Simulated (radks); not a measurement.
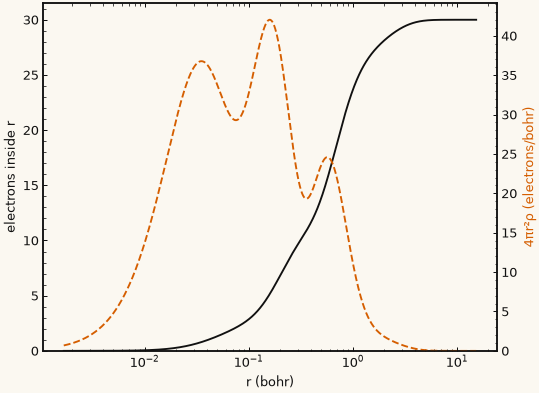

A free Zn atom; electrons: [Ar] 3d10 4s2. All numbers are computed, not measured: Dirac Kohn-Sham, BP86, spin-unpolarised, spherical densities, finite nucleus (the in-house radial solver radks).

The plot shows the number of electrons inside radius r (solid) and the radial density 4πr²ρ (dashed).

Describe it and give its main numbers.

Answer. The count levels off at 30 electrons. Half of them lie within 0.546 bohr, 90 % within 1.54 bohr and 99 % within 3.77 bohr. The radial density has minima at 0.0751 and 0.358 bohr, where the count stands at 2.1 and 10.9; these part the shells that the density resolves.
